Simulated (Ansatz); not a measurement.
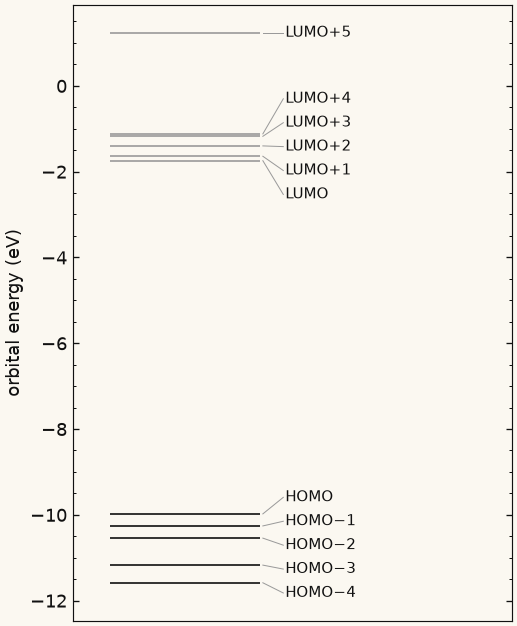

Kohn-Sham orbital energies near the frontier, ωB97M-V/def2-TZVPP with the Ansatz code 0.2.0, at a PBE0-D4/def2-TZVP geometry (a minimum by its frequencies), isolated molecule; empty levels in grey, levels within 0.03 eV side by side.

Which molecule has this level scheme?
A. InSiN₂H₇O, SMILES [NH2][In]([NH2])[O][SiH3], singlet
B. WH₂S₂O₂, SMILES [OH][W]([OH])(=[S])=[S], singlet
C. TiI₂Cl₂, SMILES [Cl][Ti]([Cl])([I])[I], singlet

Option C. HOMO −9.98 eV, LUMO −1.75 eV, separation 8.23 eV.

Caveats: core potentials past krypton; spin-orbit coupling is left out, and with I it can shift these levels and split any degenerate set; empty levels above zero depend strongly on the basis.
